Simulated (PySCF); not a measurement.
SMILES C[Si](C)(/C=C\B)C (C₅H₁₃BSi), singlet at its GFN2-xTB optimised geometry (Å):

```
20

B      1.7657    -2.0048     0.0000
C      0.2271    -2.0048     0.0000
C     -0.5738    -0.9264     0.0000
Si    -0.0636     0.9022    -0.0216
C      0.7339     1.4017     1.6404
C     -1.6710     1.9081    -0.2536
C      1.1085     1.2750    -1.4813
H      2.3412    -2.9558    -0.3706
H      2.3723    -1.0824     0.3835
H     -0.2692    -2.9742    -0.0310
H     -1.6479    -1.0981    -0.0237
H      1.6512     0.8517     1.8214
H      0.0650     1.2040     2.4730
H      0.9741     2.4609     1.6567
H     -2.1716     1.6513    -1.1825
H     -1.4675     2.9742    -0.2784
H     -2.3723     1.7304     0.5563
H      0.6384     1.0419    -2.4326
H      1.3917     2.3235    -1.5043
H      2.0172     0.6856    -1.4141
```

Calculation: PBE0/def2-SVP (PySCF).

Map of the LUMO amplitude (bohr^(-3/2)) on the plane z = 0.8 Å; orbital energy -2.11 eV, overall sign arbitrary:

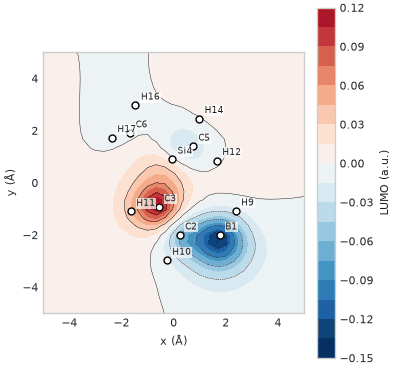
LUMO amplitude (bohr^(-3/2)) on the plane z = 0.8 Å.
